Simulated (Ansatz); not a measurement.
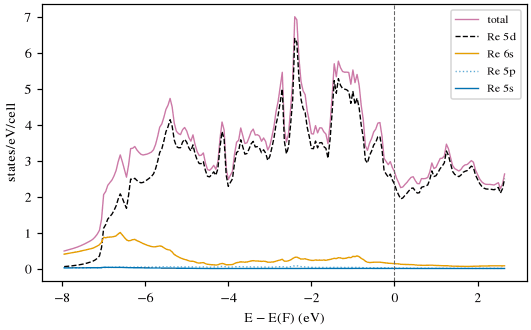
*Total and projected density of states of Re (dhcp (α-La type), P6_3/mmc), r²SCAN+D4 (plane waves, PAW; program Ansatz)*

### Question
Which orbitals carry the states next to the Fermi level?

### Answer
Within 0.5 eV of the Fermi level: Re 5d 88 %, outside the projected shells 6 %. Projections are on Löwdin-orthogonalised atomic valence shells; empty p or d shells of many metals are not among them.

### Question
Where is the tallest occupied peak in this window, and what makes it?

### Answer
Near -2.4 eV, about 7.0 states/eV per cell; the largest projected share is Re 5d.

The first step of the workflow began from a Materials Project structure, measured or hypothetical. Its sites differ from those of the usual phase in this space group: another stacking or structure type. The r²SCAN+D4 relaxation kept the symmetry of its start; whether a distortion lowers the energy is not shown. No spin polarisation was allowed. The pairwise dispersion correction was not fitted to metals. Spin–orbit coupling is left out wherever it is not named.

Potentials: the earlier of the program's two PAW sets.
